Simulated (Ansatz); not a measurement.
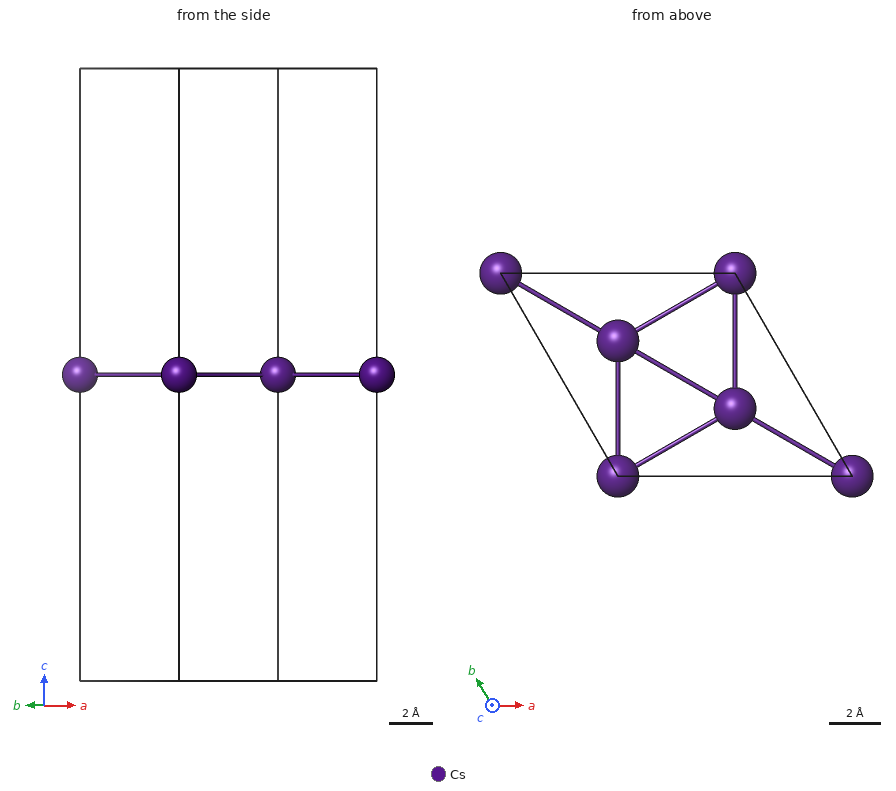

A ball-and-stick picture of a periodic sheet, seen from the side and from above. The surface normal points up in side views; the box is the simulation cell.

The cell holds 3 Cs.

Q: How far does the slab extend along the normal?

A: About 0.0 Å from the lowest to the highest atom, with about 29 Å of vacuum to the next image.

Q: Describe the coordination and connectivity.

A: Each Cs atom is coordinated by six Cs at about 5.4 Å. The bonds build Cs layers parallel to the surface.

Starting structure: a structure type filled with this element by a generator (whether the element takes this form wasn't checked). This is the structure after a relaxation with Ansatz, DFT PBE, scalar-relativistic, plane waves, PAW.
